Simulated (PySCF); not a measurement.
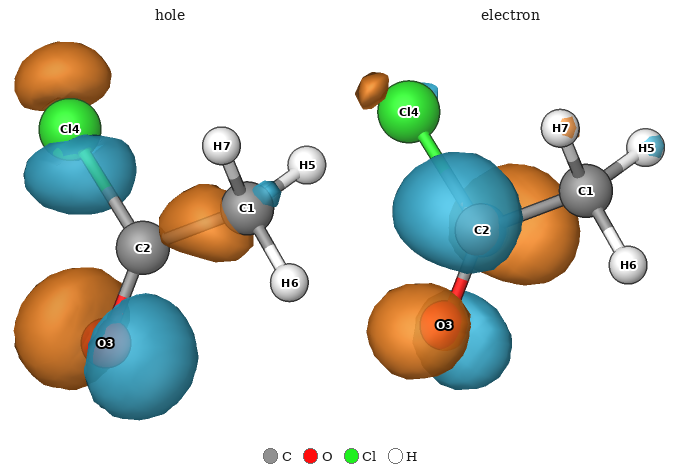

Figure 1: C2H3ClO, SMILES `CC(=O)Cl`. Leading natural transition orbital pair of S₁ (TDA singlet states); the surfaces enclose about 70 % of each orbital's density.

PySCF calculation, CAM-B3LYP/6-31+G*, gas phase; geometry: GFN2-xTB. No frequency check shows the geometry to be a minimum. GFN2-xTB bond lengths at metals and heavier atoms can be off by up to 0.1 Å and shapes distorted, which carries into these values.

Cartesian coordinates (Å):

```
C1       1.2996    0.9902   -0.0005
C2       0.4651   -0.2395    0.0002
O3       0.8101   -1.3707    0.0001
Cl4     -1.2683    0.1510   -0.0001
H5       1.0736    1.5850   -0.8804
H6       2.3523    0.7173    0.0054
H7       1.0650    1.5928    0.8769
```

Question: Give its energy, strength and character.

Answer: 5.24 eV (237 nm), f = 0.000 (very weak), n → π*; the leading pair carries 100 %; hole on O3 (62 %), Cl4 (20 %) and C2 (10 %), electron on C2 (45 %), O3 (33 %) and Cl4 (10 %); their centroids lie 0.4 Å apart. In canonical orbitals it is mainly HOMO → LUMO (95 %). The HOMO–LUMO gap is 10.16 eV.
